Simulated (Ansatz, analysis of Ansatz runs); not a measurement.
## Migration in Li5AuO4 (C2/m): V_Li hop (2.7 Å), charge 0

Wanted: path and barrier of a jump of Li in Li5AuO4 (C2/m) at charge 0. The case: V_Li hop (2.7 Å), in a cell of 80 host atoms with 1 Li taken out.

Method: plane-wave PAW DFT, PBEsol; nudged elastic band between two relaxed defect structures, in Ansatz 0.2.0.

## Step 1: Set-up

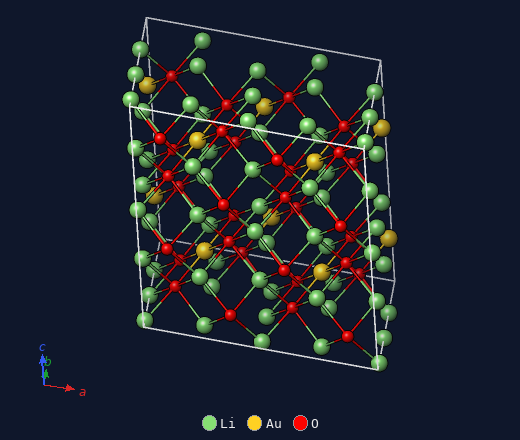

The starting structure, seen slightly off an axis (lithium green, gold yellow, oxygen red). Bonds to atoms that aren't drawn are left out. Some periodic images of atoms are drawn too.

The cell holds 79 atoms: 39 Li, 8 Au and 32 O. Its edges and angles: a = 9.403 Å, b = 9.404 Å, c = 9.396 Å, α = 90.0°, β = 102.9°, γ = 90.0°. It derives from Li5AuO4 (space group C2/m). Nearest the centre at fractional (0.500, 0.141, 0.500): Li68 at 1.33 Å, O20 at 1.48 Å, O76 at 1.48 Å, Li47 at 2.43 Å, Li66 at 2.43 Å, Li65 at 2.46 Å, Li26 at 2.46 Å, O34 at 2.69 Å.

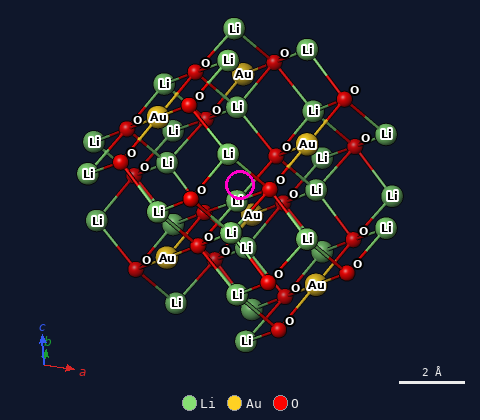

The atoms within 5 Å of the centre. A ring marks the middle of the ideal hop wherever no atom is near it.

The cell's shortest repeat is 9.4 Å.

## Step 2: Relaxation of the start point, charge 0

The ends come first: from an unrelaxed start the top is counted from too high an energy, and the barrier comes out too low. Small random displacements break the symmetry of the ideal sites, so that the defect can distort if it gains by it. The cell holds an odd number of electrons, so the run is spin-polarised with the moment held at 1 μB.

q0_M1.start/input.yaml reads:

```yaml
crystal:
  lattice:
    - [9.40268524, 0.0, -0.02548652]
    - [0.0, 9.40405317, 0.0]
    - [-2.07562506, 0.0, 9.16358709]
  atoms:
    - { symbol: Li, position: [0.0, 0.7924353, 0.25] }
    - { symbol: Li, position: [0.25, 0.2924353, 0.25] }
    - { symbol: Li, position: [0.0, 0.28254642, 0.0] }
    - { symbol: Li, position: [0.25, 0.78254642, 0.0] }
    - { symbol: Li, position: [0.0, 0.71745358, 0.0] }
    - { symbol: Li, position: [0.25, 0.21745358, 0.0] }
    - { symbol: Li, position: [0.0, 0.2075647, 0.25] }
    - { symbol: Li, position: [0.25, 0.7075647, 0.25] }
    - { symbol: Li, position: [0.0, 0.0, 0.0] }
    - { symbol: Li, position: [0.25, 0.5, 0.0] }
    - { symbol: Au, position: [0.0, 0.5, 0.25] }
    - { symbol: Au, position: [0.25, 0.0, 0.25] }
    - { symbol: O, position: [0.12789862, 0.85260183, 0.12509074] }
    - { symbol: O, position: [0.37789862, 0.35260183, 0.12509074] }
    - { symbol: O, position: [0.12210138, 0.35260183, 0.37490926] }
    - { symbol: O, position: [0.37210138, 0.85260183, 0.37490926] }
    - { symbol: O, position: [0.12789862, 0.14739817, 0.12509074] }
    - { symbol: O, position: [0.37789862, 0.64739817, 0.12509074] }
    - { symbol: O, position: [0.12210138, 0.64739817, 0.37490926] }
    - { symbol: O, position: [0.37210138, 0.14739817, 0.37490926] }
    - { symbol: Li, position: [0.0, 0.7924353, 0.75] }
    - { symbol: Li, position: [0.25, 0.2924353, 0.75] }
    - { symbol: Li, position: [0.0, 0.28254642, 0.5] }
    - { symbol: Li, position: [0.25, 0.78254642, 0.5] }
    - { symbol: Li, position: [0.0, 0.71745358, 0.5] }
    - { symbol: Li, position: [0.25, 0.21745358, 0.5] }
    - { symbol: Li, position: [0.0, 0.2075647, 0.75] }
    - { symbol: Li, position: [0.25, 0.7075647, 0.75] }
    - { symbol: Li, position: [0.0, 0.0, 0.5] }
    - { symbol: Li, position: [0.25, 0.5, 0.5] }
    - { symbol: Au, position: [0.0, 0.5, 0.75] }
    - { symbol: Au, position: [0.25, 0.0, 0.75] }
    - { symbol: O, position: [0.12789862, 0.85260183, 0.62509074] }
    - { symbol: O, position: [0.37789862, 0.35260183, 0.62509074] }
    - { symbol: O, position: [0.12210138, 0.35260183, 0.87490926] }
    - { symbol: O, position: [0.37210138, 0.85260183, 0.87490926] }
    - { symbol: O, position: [0.12789862, 0.14739817, 0.62509074] }
    - { symbol: O, position: [0.37789862, 0.64739817, 0.62509074] }
    - { symbol: O, position: [0.12210138, 0.64739817, 0.87490926] }
    - { symbol: O, position: [0.37210138, 0.14739817, 0.87490926] }
    - { symbol: Li, position: [0.5, 0.7924353, 0.25] }
    - { symbol: Li, position: [0.75, 0.2924353, 0.25] }
    - { symbol: Li, position: [0.5, 0.28254642, 0.0] }
    - { symbol: Li, position: [0.75, 0.78254642, 0.0] }
    - { symbol: Li, position: [0.5, 0.71745358, 0.0] }
    - { symbol: Li, position: [0.75, 0.21745358, 0.0] }
    - { symbol: Li, position: [0.5, 0.2075647, 0.25] }
    - { symbol: Li, position: [0.75, 0.7075647, 0.25] }
    - { symbol: Li, position: [0.5, 0.0, 0.0] }
    - { symbol: Li, position: [0.75, 0.5, 0.0] }
    - { symbol: Au, position: [0.5, 0.5, 0.25] }
    - { symbol: Au, position: [0.75, 0.0, 0.25] }
    - { symbol: O, position: [0.62789862, 0.85260183, 0.12509074] }
    - { symbol: O, position: [0.87789862, 0.35260183, 0.12509074] }
    - { symbol: O, position: [0.62210138, 0.35260183, 0.37490926] }
    - { symbol: O, position: [0.87210138, 0.85260183, 0.37490926] }
    - { symbol: O, position: [0.62789862, 0.14739817, 0.12509074] }
    - { symbol: O, position: [0.87789862, 0.64739817, 0.12509074] }
    - { symbol: O, position: [0.62210138, 0.64739817, 0.37490926] }
    - { symbol: O, position: [0.87210138, 0.14739817, 0.37490926] }
    - { symbol: Li, position: [0.5, 0.7924353, 0.75] }
    - { symbol: Li, position: [0.75, 0.2924353, 0.75] }
    - { symbol: Li, position: [0.75, 0.78254642, 0.5] }
    - { symbol: Li, position: [0.5, 0.71745358, 0.5] }
    - { symbol: Li, position: [0.75, 0.21745358, 0.5] }
    - { symbol: Li, position: [0.5, 0.2075647, 0.75] }
    - { symbol: Li, position: [0.75, 0.7075647, 0.75] }
    - { symbol: Li, position: [0.5, 0.0, 0.5] }
    - { symbol: Li, position: [0.75, 0.5, 0.5] }
    - { symbol: Au, position: [0.5, 0.5, 0.75] }
    - { symbol: Au, position: [0.75, 0.0, 0.75] }
    - { symbol: O, position: [0.62789862, 0.85260183, 0.62509074] }
    - { symbol: O, position: [0.87789862, 0.35260183, 0.62509074] }
    - { symbol: O, position: [0.62210138, 0.35260183, 0.87490926] }
    - { symbol: O, position: [0.87210138, 0.85260183, 0.87490926] }
    - { symbol: O, position: [0.62789862, 0.14739817, 0.62509074] }
    - { symbol: O, position: [0.87789862, 0.64739817, 0.62509074] }
    - { symbol: O, position: [0.62210138, 0.64739817, 0.87490926] }
    - { symbol: O, position: [0.87210138, 0.14739817, 0.87490926] }
basis:
  ecutwfc: 420
  xc_grid: 2
hamiltonian:
  xc: pbesol
kpoints:
  mp_grid: { grid: [1, 1, 1], shift: [0.25, 0.25, 0.25] }
magnetization:
  spin_polarized: true
  initial_magnetization: 1
  spin_locking: { lock_magnetization: hard }
scf:
  occupations: { method: fixed }
  max_iter: 100
output:
  forces: true
relax:
  f_tol: 0.02
  max_steps: 70
  random_displacement: { amplitude: 0.03, seed: 7001 }
```

On the command line:

```console
> ansatz run input.yaml --threads 4 --pin off --max-ram 14131MiB --backend cpu --events-out ev --progress --plain --runs-dir out
```

Numbers of over 12 decimals in the logs are rounded to 6 here.

What it wrote:

```text
[... repeated set-up lines and file paths are left out, and long positions are rounded to six places ...]
The last accepted step is kept in <dir> (removed where the run ends without a failure and the disk answers)
Engine: ansatz 0.2.0, aarch64-unknown-linux-gnu
Pseudopotentials: kind: paw
Pseudopotential: Li, paw, valence charge 3, recommended cutoff 420 eV (normal), Li.paw.azcp
Pseudopotential: Au, paw, valence charge 19, recommended cutoff 420 eV (normal), Au.paw.azcp
Pseudopotential: O, paw, valence charge 6, recommended cutoff 420 eV (normal), O.paw.azcp
Functional definition: PBEsol
  exchange = pbesol_x
  correlation = pbesol_c
Crystal: 79 atoms, lattice volume = 809.778 Å³
Basis set: ecut = 420 eV, 15817 PW (Γ), exchange–correlation on 128×128×128 points (8 copies of the dense FFT grid, shifted against one another)
Bands: 310, of which v1, the nominal top of the filled ones, is band 231 counted from 1 (230 counted from 0)
Symmetry: 1 space group operations
k-points: 1
Non-local potential: Li, projectors of the file, l = 0: 3, l = 1: 2, l = 2: 1
Non-local potential: Au, projectors of the file, l = 0: 3, l = 1: 2, l = 2: 2, l = 3: 1
Non-local potential: O, projectors of the file, l = 0: 2, l = 1: 2, l = 2: 1
PAW form: soft (Blöchl's): semilocal exchange-correlation on the pseudo side does not see the compensation charge
PAW frozen core: Au, regenerated for the run's functional, and the local potential with it (the file was generated under x = pbe(κ = 0.804, μ = 0.219515), c = pbe(β = 0.066725))
PAW frozen core: O, regenerated for the run's functional, and the local potential with it (the file was generated under x = pbe(κ = 0.804, μ = 0.219515), c = pbe(β = 0.066725))
PAW one-centre angular grid: Li, 110 points (default); XC on 64 Gauss nodes
PAW one-centre angular grid: Au, 590 points (default); XC on 64 Gauss nodes
PAW one-centre angular grid: O, 110 points (default); XC on 64 Gauss nodes
Initial density: superposition of atomic densities (chi_scale 0.1, normalization cell, long waves kept (reshape's long-wave potential 0.13 eV rms))
Starting moments: Σ|m| = 1 μB on 79 of 79 sites
Initial wavefunctions: pseudopotential atomic-orbital guess
Functional: x = pbesol(κ = 0.804, μ = 0.123457), c = pbesol(β = 0.046)
SCF iter   1: F=—  HF=-129996.430503 eV  |F-HF|=—  |Δ(HF+E_count)|=         —  Δρ=5.29e-2 (↑4.84e-2 ↓5.29e-2)  dr2=1.42e2  dr2_m=4.40e-1  M=1.000 μB ∫|m|=1.041 μB  β_m=0.30  ethr=3.10e-3  ⟨swp⟩=4.0  Hψ=1806  notcnv=0  defer=150
preconditioner: auto → Resta (q_TF=auto, 2.484 Å⁻¹)  ε∞=3.9  [insulator: Δε(μ)=0.108 eV  Ē_g=13.627 eV  n_scr=218 (ndim 8)  ℏωp=23.3 eV  f_vac=0.000  ε∞_Penn≈3.9]
spin=Collinear: Resta preconditioning applied to the charge; magnetization (m = ρ↑ − ρ↓) channel mixes plain (no charge-response kernel on spin).
SCF iter   2: F=—  HF=-129971.519814 eV  |F-HF|=—  |Δ(HF+E_count)|=    2.49e1  Δρ=3.16e-2 (↑2.80e-2 ↓3.16e-2)  dr2=3.74e1  dr2_m=3.40e-1  M=1.000 μB ∫|m|=1.045 μB  β_m=0.40  ethr=3.10e-3  ⟨swp⟩=3.0  Hψ=1104  notcnv=0  defer=146
SCF iter   3: F=—  HF=-129963.306115 eV  |F-HF|=—  |Δ(HF+E_count)|=    8.21e0  Δρ=2.34e-2 (↑1.56e-2 ↓2.34e-2)  dr2=1.32e1  dr2_m=4.50e-1  M=1.000 μB ∫|m|=1.088 μB  β_m=0.43  ethr=3.10e-3  ⟨swp⟩=3.0  Hψ=974  notcnv=0  defer=142
SCF iter   4: F=—  HF=-129960.882842 eV  |F-HF|=—  |Δ(HF+E_count)|=    2.42e0  Δρ=1.47e-2 (↑8.52e-3 ↓1.47e-2)  dr2=4.91e0  dr2_m=2.24e-1  M=1.000 μB ∫|m|=1.099 μB  β_m=0.45  ethr=2.87e-3  ⟨swp⟩=2.0  Hψ=781  notcnv=0  defer=146
SCF iter   5: F=—  HF=-129960.305138 eV  |F-HF|=—  |Δ(HF+E_count)|=   5.78e-1  Δρ=1.12e-2 (↑5.15e-3 ↓1.12e-2)  dr2=2.51e0  dr2_m=1.11e-1  M=1.000 μB ∫|m|=1.096 μB  β_m=0.40  ethr=1.06e-3  ⟨swp⟩=2.0  Hψ=911  notcnv=0  defer=142
SCF iter   6: F=—  HF=-129959.987187 eV  |F-HF|=—  |Δ(HF+E_count)|=   3.18e-1  Δρ=5.84e-3 (↑2.38e-3 ↓5.84e-3)  dr2=6.81e-1  dr2_m=5.05e-2  M=1.000 μB ∫|m|=1.089 μB  β_m=0.48  ethr=5.45e-4  ⟨swp⟩=2.0  Hψ=746  notcnv=0  defer=151
SCF iter   7: F=—  HF=-129960.015461 eV  |F-HF|=—  |Δ(HF+E_count)|=   2.83e-2  Δρ=7.16e-3 (↑2.04e-3 ↓7.16e-3)  dr2=8.50e-1  dr2_m=7.36e-2  M=1.000 μB ∫|m|=1.104 μB  β_m=0.41  ethr=1.48e-4  ⟨swp⟩=2.0  Hψ=693  notcnv=0  defer=154
SCF iter   8: F=—  HF=-129959.976376 eV  |F-HF|=—  |Δ(HF+E_count)|=   3.91e-2  Δρ=4.28e-3 (↑1.16e-3 ↓4.28e-3)  dr2=2.72e-1  dr2_m=2.78e-2  M=1.000 μB ∫|m|=1.094 μB  β_m=0.43  ethr=1.48e-4  ⟨swp⟩=1.5  Hψ=686  notcnv=0  defer=153
SCF iter   9: F=—  HF=-129959.973884 eV  |F-HF|=—  |Δ(HF+E_count)|=   2.49e-3  Δρ=3.30e-3 (↑6.94e-4 ↓3.30e-3)  dr2=1.70e-1  dr2_m=1.92e-2  M=1.000 μB ∫|m|=1.096 μB  β_m=0.43  ethr=5.90e-5  ⟨swp⟩=2.0  Hψ=482  notcnv=0  defer=154
SCF iter  10: F=—  HF=-129959.973087 eV  |F-HF|=—  |Δ(HF+E_count)|=   7.97e-4  Δρ=1.34e-3 (↑4.21e-4 ↓1.34e-3)  dr2=3.07e-2  dr2_m=2.78e-3  M=1.000 μB ∫|m|=1.094 μB  β_m=0.46  ethr=3.69e-5  ⟨swp⟩=1.5  Hψ=479  notcnv=0  defer=151
SCF iter  11: F=—  HF=-129959.974460 eV  |F-HF|=—  |Δ(HF+E_count)|=   1.37e-3  Δρ=6.36e-4 (↑2.13e-4 ↓6.36e-4)  dr2=5.10e-3  dr2_m=6.44e-4  M=1.000 μB ∫|m|=1.094 μB  β_m=0.51  ethr=6.66e-6  ⟨swp⟩=2.0  Hψ=738  notcnv=0  defer=154
[...]
SCF iter  16: F=—  HF=-129959.977058 eV  |F-HF|=—  |Δ(HF+E_count)|=   6.15e-6  Δρ=4.36e-5 (↑9.69e-6 ↓4.36e-5)  dr2=2.57e-5  dr2_m=3.39e-6  M=1.000 μB ∫|m|=1.095 μB  β_m=0.47  ethr=3.56e-8  ⟨swp⟩=1.0  Hψ=478  notcnv=0  defer=142
SCF iter  17: F=—  HF=-129959.977059 eV  |F-HF|=—  |Δ(HF+E_count)|=   4.60e-7  Δρ=2.29e-5 (↑6.20e-6 ↓2.29e-5)  dr2=6.56e-6  dr2_m=9.03e-7  M=1.000 μB ∫|m|=1.095 μB  β_m=0.45  ethr=2.17e-9  ⟨swp⟩=3.0  Hψ=1103  notcnv=0
SCF iter  18: F=—  HF=-129959.977059 eV  |F-HF|=—  |Δ(HF+E_count)|=   3.09e-7  Δρ=2.01e-5 (↑3.64e-6 ↓2.01e-5)  dr2=5.43e-6  dr2_m=6.65e-7  M=1.000 μB ∫|m|=1.095 μB  β_m=0.35  ethr=1.42e-9  ⟨swp⟩=2.0  Hψ=1089  notcnv=0
SCF iter  19: F=—  HF=-129959.977059 eV  |F-HF|=—  |Δ(HF+E_count)|=   1.08e-7  Δρ=5.40e-6 (↑2.46e-6 ↓5.40e-6)  dr2=5.56e-7  dr2_m=4.72e-8  M=1.000 μB ∫|m|=1.095 μB  β_m=0.43  ethr=1.18e-9  ⟨swp⟩=2.0  Hψ=887  notcnv=0
SCF iter  20: F=-129959.977059 eV  HF=-129959.977059 eV  |F-HF|=1.12e-7  |Δ(HF+E_count)|=   3.78e-8  Δρ=3.44e-6 (↑1.25e-6 ↓3.44e-6)  dr2=1.81e-7  dr2_m=1.71e-8  M=1.000 μB ∫|m|=1.095 μB  ethr=1.21e-10  ⟨swp⟩=2.0  Hψ=1084  notcnv=0
SCF 1 converged in 20 iterations: F = -129959.977059 eV  dr2 = 1.81e-7
  greatest PAW one-centre occupation: 1.001 electrons in one spin orbital (limit 2), on the Au atom at site 50 (counted from 0), in its partial waves of l = 0
relax step   1: F+E_penalty+E_count = -129959.97705909 eV  Δ(F+E_penalty+E_count) = +0.000e0 eV  max|allowed force component| = 1.249e0 eV/Å  Δτ_max = 0.0000 Å  (20 SCF iters, dr2 threshold 1.00e-5 eV, accepted)
[...]
relax step   2: F+E_penalty+E_count = -129960.48746856 eV  Δ(F+E_penalty+E_count) = -5.104e-1 eV  max|allowed force component| = 4.332e-1 eV/Å  Δτ_max = 0.0817 Å  (15 SCF iters, dr2 threshold 9.75e-5 eV, accepted)
relax step   3: F+E_penalty+E_count = -129960.69785848 eV  Δ(F+E_penalty+E_count) = -2.104e-1 eV  max|allowed force component| = 1.253e-1 eV/Å  Δτ_max = 0.1417 Å  (17 SCF iters, dr2 threshold 1.17e-5 eV, accepted)
relax step   4: F+E_penalty+E_count = -129960.71978706 eV  Δ(F+E_penalty+E_count) = -2.193e-2 eV  max|allowed force component| = 4.193e-2 eV/Å  Δτ_max = 0.0304 Å  (14 SCF iters, dr2 threshold 1.31e-6 eV, accepted)
[...]
relax step   5: F+E_penalty+E_count = -129960.72065799 eV  Δ(F+E_penalty+E_count) = -8.709e-4 eV  max|allowed force component| = 9.872e-3 eV/Å  Δτ_max = 0.0091 Å  (14 SCF iters, accepted)
SCF converged after 14 iterations
Stability checked in part: among states of this total moment the steps that led to this state did not find it unstable. No probe was made; neither looks for a lower state of another moment (fixed_total_moment; see scf.lower_state_search)
Magnetization: 1.0000 μB (231.0000 up, 230.0000 down)
Absolute magnetization: 1.0836 μB (∫|ρ↑−ρ↓|, with the PAW one-centre terms)
Spin contamination: 0.0004 ħ² per cell (⟨S²⟩ above its minimum at these occupations)
Per-site moments (μB) at R_I (Å): [(-3.561934182760047e-5, 0.794773), (0.000196845, 0.800083), (-8.449911037128537e-5, 0.785396), [... 76 left out ...]
Free energy (F): -129960.720658 eV
Harris-Foulkes:  -129960.720658 eV  (|F-HF|=1.64e-9)
Internal energy: -129960.720658 eV  (E = F + TS)
E sigma→0 (E₀):  -129960.720658 eV
Fermi energy:    5.237480 (↑ 5.191473, ↓ 5.237480) eV
--- Per-component energies (eV) ---
  E_band       = -7045.253964
  E_kinetic    = 11307.156026
  E_local      = -41263.492122  (includes V_loc(G=0)·N_el)
  E_nonlocal   = 869.141408
  E_hartree    = 16137.132103
  E_xc         = -4581.975172
  E_vxc        = -5757.633749  (∫ρ·V_xc dr)
  E_paw        = -82145.079307  (= ΣΔE_a)
  E_vpaw       = -4474.781925  (= ΣTr[D̂ρ^β])
  E_aug_tail   = 0.091875  (compensation charges beyond the density's cutoff)
  E_ewald      = -30287.300515
  E_core_change = 3.605046  (= ΣΔE_core)
  E_smearing   = -0.000000  (= −TS)
  E_closure    = 0.000000  (closes the sum)
  Σ components = -129960.720658   (vs F -129960.720658, Δ=0.00e0)
--- Forces (eV/Å), atoms counted from 1 ---
  atom   1  Li     0.00335427    -0.00073498    -0.00108694
  atom   2  Li     0.00554026     0.00399008     0.00013225
  [... 13 atoms left out ...]
  atom  16  O     -0.00397573     0.00987230    -0.00105465
  [... 3 atoms left out ...]
  atom  20  O      0.00259282     0.00268179     0.00676129
  [... 5 atoms left out ...]
  atom  26  Li     0.00131542     0.00211586    -0.00030096
  [... 7 atoms left out ...]
  atom  34  O     -0.00853315    -0.00408160     0.00014755
  [... 12 atoms left out ...]
  atom  47  Li    -0.00520406     0.00064791    -0.00013243
  [... 7 atoms left out ...]
  atom  55  O     -0.00006526    -0.00301858    -0.00047551
  [... 9 atoms left out ...]
  atom  65  Li    -0.00110704     0.00034859     0.00023143
  atom  66  Li     0.00352401     0.00057494     0.00033186
  [... 1 atom left out ...]
  atom  68  Li     0.00245885     0.00296665     0.00018490
  [... 7 atoms left out ...]
  atom  76  O     -0.00711154     0.00577487    -0.00568224
  [... 3 atoms left out ...]
  max |Σ_I F_I| component: 1.81e-5 eV/Å
--- Relaxed structure (5 steps of the walk, 5 accepted, 0 SCFs on fresh bases) ---
  F+E_penalty+E_count = -129960.72065799 eV   max|allowed force component| = 9.872e-3 eV/Å
  atoms:
    - { symbol: Li, position: [-0.000723, 0.791008, 0.249578] }
    - { symbol: Li, position: [0.253842, 0.291205, 0.252709] }
    [... 13 atoms left out ...]
    - { symbol: O, position: [0.370821, 0.850105, 0.374327] }
    [... 3 atoms left out ...]
    - { symbol: O, position: [0.369789, 0.141939, 0.370720] }
    [... 5 atoms left out ...]
    - { symbol: Li, position: [0.266520, 0.224565, 0.503825] }
    [... 7 atoms left out ...]
    - { symbol: O, position: [0.364570, 0.361692, 0.638984] }
    [... 12 atoms left out ...]
    - { symbol: Li, position: [0.503937, 0.214779, 0.263539] }
    [... 7 atoms left out ...]
    - { symbol: O, position: [0.634722, 0.361949, 0.361275] }
    [... 9 atoms left out ...]
    - { symbol: Li, position: [0.733182, 0.224644, 0.496761] }
    - { symbol: Li, position: [0.495504, 0.214616, 0.736777] }
    [... 1 atom left out ...]
    - { symbol: Li, position: [0.499978, 0.007802, 0.500335] }
    [... 7 atoms left out ...]
    - { symbol: O, position: [0.629867, 0.141722, 0.629789] }
    [... 3 atoms left out ...]
```

Elapsed: 3.1 min, on 4 threads of Arm Neoverse V1, shared host; peak memory 2.4 GiB; 12 min of CPU time.

The steps of the relaxation:

```csv
step,energy less that of the first step (eV),largest force component (eV/Å)
1,0.0000,1.2488
2,-0.5104,0.4332
3,-0.7208,0.1253
4,-0.7427,0.0419
5,-0.7436,0.0099
```

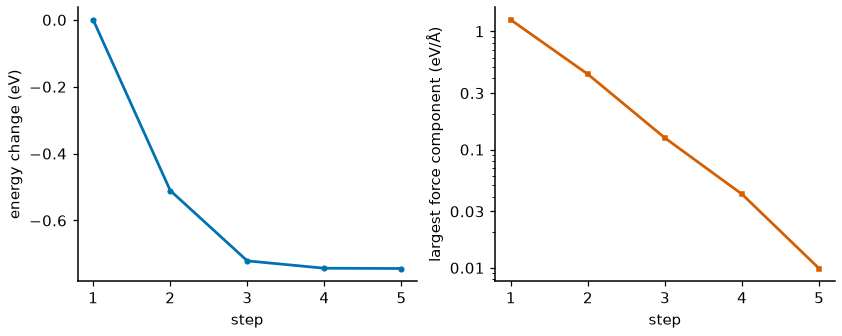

Energy and largest force along the relaxation.

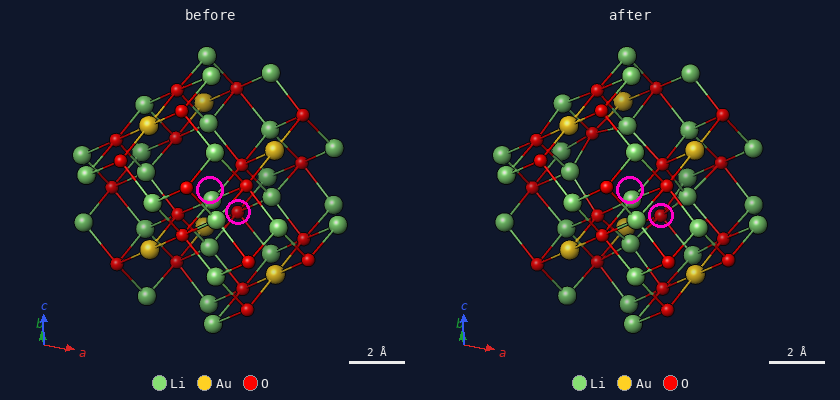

Before and after: the atoms that start within 5 Å of the centre. O55, which moves most, is ringed if it is among them. A ring with no atom in it marks the middle of the ideal hop.

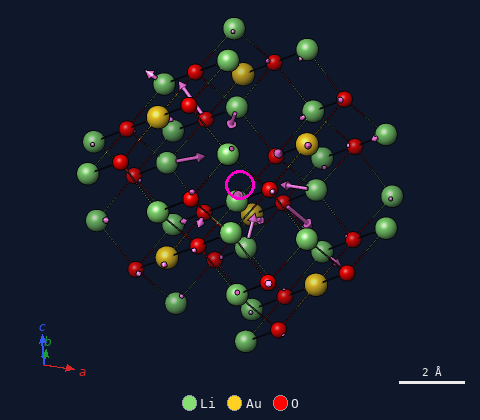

Displacements in the relaxation from the typed sites near the centre, exaggerated, the mean shift taken out; the longest in the cell stands for 0.22 Å. A ring marks the middle of the ideal hop wherever no atom is near it.

The atoms that moved most (Å, from the sites as typed, ahead of the random displacement, the mean shift of all atoms taken out):

```csv
atom,dx,dy,dz,length
O55,0.149,0.088,-0.128,0.215
O34,-0.152,0.086,0.125,0.215
Li26,0.150,0.067,0.032,0.167
Li65,-0.149,0.068,-0.032,0.167
Li66,-0.013,0.067,-0.124,0.141
Li47,0.011,0.068,0.122,0.140
Li22,-0.072,-0.005,0.039,0.082
Li42,0.071,-0.008,-0.037,0.080
```

Neighbours of Li68 at the end:

```csv
atom,distance (Å)
O76,1.973
O20,1.976
O72,2.103
O16,2.105
Li64,2.724
Au71,2.939
Au12,2.941
Li66,2.960
Li47,2.963
Li65,3.000
Li26,3.001
```

This step gave:

* free energy: -129960.7207 eV
* total moment: 1 μB
* integral of the absolute spin density: 1.084 μB
* spin contamination: 4.43e-4
* r.m.s. move of the farther half of the atoms: 0.02385 Å
* largest move from the ideal geometry of this structure, a common shift of the far atoms taken out: 0.2181 Å

The relaxation gained 0.744 eV and ended with a largest force component of 0.0099 eV/Å.

(Continued in part 2 of 5.)

[Logs are printed without paths, hosts, clocks, repeated set-up lines and the standing remarks that a program may print on its own settings, such as how far it seeks lower states.]

[Hosts, paths, dates, database ids (printed as entryN), source tags and the programs' standing remarks are cut or masked in the printed files.]
